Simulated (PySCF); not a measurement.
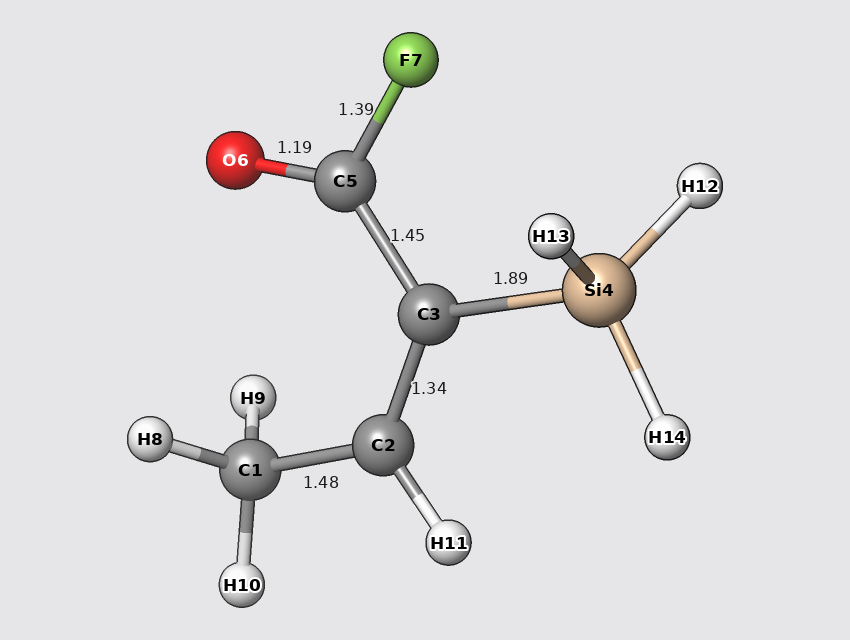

Bond lengths are marked in Å; every bond is drawn as one stick. The computed structure is the end point of a GFN2-xTB optimisation. No frequency run is at hand to confirm it as a minimum.

Which of the marked bonds are single, double, triple or aromatic?

Answer. C1–C2 single; C2–C3 double; C3–Si4 single; C3–C5 single; C5–O6 double; C5–F7 single.

Give the structure as SMILES.

Answer. C/C=C(/[SiH3])C(=O)F
